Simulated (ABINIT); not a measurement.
**Quasiparticle gap of CsPbCl3 (Pm-3m) in ABINIT**

How does a plane-wave GW calculation on CsPbCl3 (Pm-3m) run from the first input to the gap?

Program: ABINIT 10.8.3. Level of theory: PBE and many-body steps on it, plane waves. Results are calculated unless marked as measured.

### Step 1. The structure

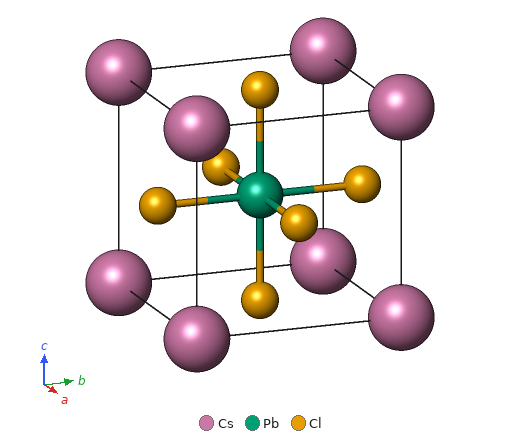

The cell as given, slightly off an axis (caesium pink, lead teal, chlorine orange). Some periodic images of atoms are drawn too.

Coordinates:

```cif
data_structure
_symmetry_space_group_name_H-M 'Pm-3m'
_symmetry_Int_Tables_number 221
_cell_length_a 5.6050
_cell_length_b 5.6050
_cell_length_c 5.6050
_cell_angle_alpha 90.000
_cell_angle_beta 90.000
_cell_angle_gamma 90.000
_cell_volume 176.09
loop_
_atom_site_label
_atom_site_type_symbol
_atom_site_symmetry_multiplicity
_atom_site_Wyckoff_symbol
_atom_site_fract_x
_atom_site_fract_y
_atom_site_fract_z
_atom_site_occupancy
Cs1 Cs 1 a 0.00000 0.00000 0.00000 1
Pb1 Pb 1 b 0.50000 0.50000 0.50000 1
Cl1 Cl 3 c 0.50000 0.50000 0.00000 1
```

The cell and positions come from the Crystallography Open Database and are kept as given unless a step says otherwise.

### Step 2. Ground state

This step: ABINIT 10.8.3; DFT, PBE with spin-orbit coupling, plane waves, norm-conserving pseudopotentials.

The ground-state density comes first.

Input file run.abi:

```
acell 3*1.0 Angstrom
rprim 
  5.605000000000 0.000000000000 0.000000000000
  0.000000000000 5.605000000000 0.000000000000
  0.000000000000 0.000000000000 5.605000000000
ntypat 3
znucl 55 82 17
natom 5
typat 1 2 3 3 3
xred 
  0.000000000000 0.000000000000 0.000000000000
  0.500000000000 0.500000000000 0.500000000000
  0.500000000000 0.500000000000 0.000000000000
  0.000000000000 0.500000000000 0.500000000000
  0.500000000000 0.000000000000 0.500000000000
pp_dirpath "pseudos"
pseudos "Cs.upf, Pb.upf, Cl.upf"
ecut 32
nspinor 2
ngkpt 4 4 4
nshiftk 1
shiftk 0 0 0
kptopt 1
chksymbreak 0
nband 64
occopt 1
tolvrs 1e-08
nstep 60
prtwf 0
optforces 0
optstress 0
indata_prefix "in"
outdata_prefix "out"
tmpdata_prefix "tmp"
```

On the command line:

```
$ OMP_NUM_THREADS=1 mpirun -n 4 abinit run.abi > log
```

Numbers of over 12 decimals in the logs are rounded to 6 here.

The program printed:

```text
.Version 10.8.3 of ABINIT. v10.8.2 released Aug 2026.

 Symmetries : space group Pm -3 m (#221); Bravais cP (primitive cubic)
================================================================================
 Values of the parameters that define the memory need of the present run
     intxc =       0    ionmov =       0      iscf =       7    lmnmax =      24
     lnmax =      24     mgfft =      54  mpssoang =       7    mqgrid =    3001
     natom =       5  nloc_mem =       1    nspden =       1   nspinor =       2
    nsppol =       1      nsym =      48    n1xccc =    2501    ntypat =       3
    occopt =       1   xclevel =       2
-    mband =          64        mffmem =           1         mkmem =           3
       mpw =       10315          nfft =      157464          nkpt =          10
================================================================================
  Rough estimation (10% accuracy) of disk space for files :
================================================================================

--------------------------------------------------------------------------------
------------- Echo of variables that govern the present computation ------------
--------------------------------------------------------------------------------
 -outvars: echo values of preprocessed input variables --------
            acell      1.8897261259E+00  1.8897261259E+00  1.8897261259E+00 Bohr

      chksymbreak           0
             ecut      3.20000000E+01 Hartree
-          fftalg         312

              ixc     -101130
              kpt      0.00000000E+00  0.00000000E+00  0.00000000E+00
                       2.50000000E-01  0.00000000E+00  0.00000000E+00
                       5.00000000E-01  0.00000000E+00  0.00000000E+00
                       2.50000000E-01  2.50000000E-01  0.00000000E+00
                       5.00000000E-01  2.50000000E-01  0.00000000E+00
                       5.00000000E-01  5.00000000E-01  0.00000000E+00
                       2.50000000E-01  2.50000000E-01  2.50000000E-01
                       5.00000000E-01  2.50000000E-01  2.50000000E-01
                       5.00000000E-01  5.00000000E-01  2.50000000E-01
                       5.00000000E-01  5.00000000E-01  5.00000000E-01
         kptrlatt        4    0    0      0    4    0      0    0    4
          kptrlen      4.23676597E+01
P           mkmem           3
            natom           5
            nband          64
            ngfft          54      54      54
             nkpt          10
          nspinor           2
            nstep          60
             nsym          48
           ntypat           3
              occ      1.000000  1.000000  1.000000  1.000000  1.000000  1.000000
                       1.000000  1.000000  1.000000  1.000000  1.000000  1.000000
                       1.000000  1.000000  1.000000  1.000000  1.000000  1.000000
                       1.000000  1.000000  1.000000  1.000000  1.000000  1.000000
                       1.000000  1.000000  1.000000  1.000000  1.000000  1.000000
                       1.000000  1.000000  1.000000  1.000000  1.000000  1.000000
                       1.000000  1.000000  1.000000  1.000000  1.000000  1.000000
                       1.000000  1.000000  1.000000  1.000000  1.000000  1.000000
                       1.000000  1.000000  1.000000  1.000000  0.000000  0.000000
                       0.000000  0.000000  0.000000  0.000000  0.000000  0.000000
                       0.000000  0.000000  0.000000  0.000000
        optforces           0
        optstress           0
            prtwf           0
            rprim      5.6050000000E+00  0.0000000000E+00  0.0000000000E+00
                       0.0000000000E+00  5.6050000000E+00  0.0000000000E+00
[...]
spgroup         221

           tolvrs      1.00000000E-08

             xred      0.0000000000E+00  0.0000000000E+00  0.0000000000E+00
[...]
znucl       55.00000   82.00000   17.00000

================================================================================

 chkinp: Checking input parameters for consistency.

================================================================================
== DATASET  1 ==================================================================
-   mpi_nproc: 4, omp_nthreads: 1 (-1 if OMP is not activated)

--- !DatasetInfo
iteration_state: {dtset: 1, }
dimensions: {natom: 5, nkpt: 10, mband: 64, nsppol: 1, nspinor: 2, nspden: 1, mpw: 10315, }
cutoff_energies: {ecut:  32.0, pawecutdg:  -1.0, }
electrons: {nelect:   5.20000000E+01, charge:   0.00000000E+00, occopt:   1.00000000E+00, tsmear:   1.00000000E-02, }

 Real(R)+Recip(G) space primitive vectors, cartesian coordinates (Bohr,Bohr^-1):
 R(1)= 10.5919149  0.0000000  0.0000000  G(1)=  0.0944116  0.0000000  0.0000000
 R(2)=  0.0000000 10.5919149  0.0000000  G(2)=  0.0000000  0.0944116  0.0000000
 R(3)=  0.0000000  0.0000000 10.5919149  G(3)=  0.0000000  0.0000000  0.0944116
 Unit cell volume ucvol=  1.1882928E+03 bohr^3
 Angles (23,13,12)=  9.00000000E+01  9.00000000E+01  9.00000000E+01 degrees

 getcut: wavevector=  0.0000  0.0000  0.0000  ngfft=  54  54  54
         ecut(hartree)=     32.000   => boxcut(ratio)=   2.00207

--- Pseudopotential description ------------------------------------------------
[...]
spin-orbit 1    1.483409   -0.533195    0.099372   -0.022495
  spin-orbit 2    0.179886   -0.057429    0.015711   -0.000831
 pspatm: atomic psp has been read  and splines computed

- Cl Generated using ONCVPSP code by D. R. Hamann
- 17.00000   7.00000  180423                  znucl, zion, pspdat
12 -101130 2 -1 1028                          pspcod,pspxc,lmax,lloc,mmax
     nproj     2     3     2     0
     spin-orbit psp
        nprojso     3     4     0
  pspatm : epsatm=    9.13178236
         --- l  ekb(1:nproj) -->
[...]
1    3.824209    1.109357    0.000464
[...]
spin-orbit 1    0.132832   -0.034678    0.012887
  spin-orbit 2    0.001681    0.000419   -0.000137   -0.000027
 pspatm: atomic psp has been read  and splines computed

   4.02461719E+03                                ecore*ucvol(ha*bohr**3)
--------------------------------------------------------------------------------

_setup2: Arith. and geom. avg. npw (full set) are   10275.234   10275.182

================================================================================

--- !BeginCycle
iteration_state: {dtset: 1, }
solver: {iscf: 7, nstep: 60, nline: 4, wfoptalg: 0, }
tolerances: {tolvrs: 1.00E-08, }

     iter   Etot(hartree)      deltaE(h)  residm     vres2
 ETOT  1  -282.27726994275    -2.823E+02 1.729E-01 2.718E+02
 ETOT  2  -282.84510386034    -5.678E-01 1.370E-02 3.955E+01
 ETOT  3  -282.85359346345    -8.490E-03 1.237E-03 7.269E+00
 ETOT  4  -282.85381412375    -2.207E-04 1.637E-03 8.635E-01
 ETOT  5  -282.85383899074    -2.487E-05 8.326E-04 1.791E-01
 ETOT  6  -282.85384371205    -4.721E-06 6.580E-04 2.052E-02
 ETOT  7  -282.85384439157    -6.795E-07 2.649E-04 4.194E-03
 ETOT  8  -282.85384468095    -2.894E-07 1.717E-04 2.282E-04
 ETOT  9  -282.85384469149    -1.054E-08 1.636E-04 4.848E-06
 ETOT 10  -282.85384469194    -4.470E-10 7.027E-05 2.000E-07
 ETOT 11  -282.85384469195    -1.540E-11 1.052E-04 6.733E-09

 At SCF step   11       vres2   =  6.73E-09 < tolvrs=  1.00E-08 =>converged.

--- !ResultsGS
iteration_state: {dtset: 1, }
comment   : Summary of ground state results
lattice_vectors:
- [ 10.5919149,   0.0000000,   0.0000000, ]
- [  0.0000000,  10.5919149,   0.0000000, ]
- [  0.0000000,   0.0000000,  10.5919149, ]
lattice_lengths: [  10.59191,   10.59191,   10.59191, ]
lattice_angles: [ 90.000,  90.000,  90.000, ] # degrees, (23, 13, 12)
lattice_volume:   1.1882928E+03
convergence: {deltae: -1.540E-11, res2:  6.733E-09, residm:  1.052E-04, diffor:  0.000E+00, }
etotal    :  -2.82853845E+02
entropy   :   0.00000000E+00
fermie    :   1.03753237E-01
cartesian_stress_tensor: null
pressure_GPa: null
xred      :
- [  0.0000E+00,   0.0000E+00,   0.0000E+00, Cs]
- [  5.0000E-01,   5.0000E-01,   5.0000E-01, Pb]
- [  5.0000E-01,   5.0000E-01,   0.0000E+00, Cl]
- [  0.0000E+00,   5.0000E-01,   5.0000E-01, Cl]
- [  5.0000E-01,   0.0000E+00,   5.0000E-01, Cl]
cartesian_forces: null
force_length_stats: {min: null, max: null, mean: null, }

 Integrated electronic density in atomic spheres:
 ------------------------------------------------
 Atom  Sphere_radius  Integrated_density
[...]
================================================================================

 ----iterations are completed or convergence reached----

 Mean square residual over all n,k,spin=   49.893E-08; max=  10.520E-05
 reduced coordinates (array xred) for    5 atoms
       0.000000000000      0.000000000000      0.000000000000
       0.500000000000      0.500000000000      0.500000000000
       0.500000000000      0.500000000000      0.000000000000
       0.000000000000      0.500000000000      0.500000000000
       0.500000000000      0.000000000000      0.500000000000
 rms dE/dt=  0.0000E+00; max dE/dt=  0.0000E+00; dE/dt below (all hartree)
    1       0.000000000000      0.000000000000      0.000000000000
    2       0.000000000000      0.000000000000      0.000000000000
    3       0.000000000000      0.000000000000      0.000000000000
    4       0.000000000000      0.000000000000      0.000000000000
    5       0.000000000000      0.000000000000      0.000000000000

 cartesian coordinates (angstrom) at end:
    1      0.000000     0.000000     0.000000
    2      2.802500     2.802500     2.802500
    3      2.802500     2.802500     0.000000
    4      0.000000     2.802500     2.802500
    5      2.802500     0.000000     2.802500
 length scales=  1.889726125908  1.889726125908  1.889726125908 bohr
              =  1.000000000000  1.000000000000  1.000000000000 angstroms
 prteigrs : about to open file out_EIG
 Fermi (or HOMO) energy (hartree) =   0.10375   Average Vxc (hartree)=  -0.29283
 Eigenvalues (hartree) for nkpt=  10  k points:
 kpt#   1, nband= 64, wtk=  0.01563, kpt=  0.0000  0.0000  0.0000 (reduced coord)
  -5.00377   -5.00377   -3.47703   -3.47703   -2.65653   -2.65653   -2.65653   -2.65653
  -0.68191   -0.68191   -0.56114   -0.56114   -0.56114   -0.56114   -0.47581   -0.47581
  -0.47581   -0.47581   -0.46458   -0.46458   -0.45553   -0.45553   -0.41935   -0.41935
  -0.41935   -0.41935   -0.23894   -0.23894   -0.17974   -0.17974   -0.17974   -0.17974
  -0.13752   -0.13752   -0.08001   -0.08001   -0.06593   -0.06593   -0.06593   -0.06593
   0.00408    0.00408    0.00408    0.00408    0.00497    0.00497    0.00619    0.00619
   0.01060    0.01060    0.01060    0.01060    0.22521    0.22521    0.25952    0.25952
   0.25952    0.25952    0.27929    0.27929    0.29260    0.29260    0.29269    0.29282
 prteigrs : prtvol=0 or 1, do not print more k-points.

--- !EnergyTerms
iteration_state     : {dtset: 1, }
comment             : Components of total free energy in Hartree
kinetic             :  8.09980751373054E+01
hartree             :  1.00487182072771E+02
xc                  : -5.44017374878095E+01
Ewald energy        : -1.33017418738071E+02
psp_core            :  3.38689025554573E+00
local_psp           : -3.03812843028509E+02
non_local_psp       :  2.35060070968156E+01
total_energy        : -2.82853844691951E+02
total_energy_eV     : -7.69684521907340E+03
band_energy         : -3.83051409417129E+01

== END DATASET(S) ==============================================================
================================================================================

 -outvars: echo values of variables after computation  --------
           etotal     -2.8285384469E+02
            nband          64
             nkpt          10
          spgroup         221
 [... the other variables as echoed above ...]

 Calculation completed.
```

The job ended after 6.9 min (4 MPI ranks of Arm Neoverse V1, shared host; peak memory 0.67 GiB).

Numbers from this step:

```
total energy               : -7696.8452 eV
gap                        : 0.6969 eV
k of the valence top       : 0.5, 0.5, 0.5
k of the conduction bottom : 0.5, 0.5, 0.5
least direct gap           : 0.6969 eV
```

The gap is direct, at (0.500, 0.500, 0.500).

(Part 1 of 3 ends here.)

[Paths, hosts, dates, memory and timing lines, banners, echoed tables and standing remarks are left out of the program output.]

[Logs are printed without paths, hosts, clocks, repeated set-up lines and the standing remarks that a program may print on its own settings, such as how far it seeks lower states.]

[Runs of the session that timed out or met a known fault of the program may be left out.]

[Hosts, paths, dates, database ids (printed as entryN), source tags and the programs' standing remarks are cut or masked in the printed files.]

[G0W0 gaps are taken among the corrected bands and points alone; a level outside them can change the order at an edge.]

[Where Ansatz stands beside ABINIT at settings called matched, ABINIT's density can come from a denser mesh and the files from another edition; pairs whose starting gaps differed by over 0.03 eV were left out, so agreement reads better than it is.]
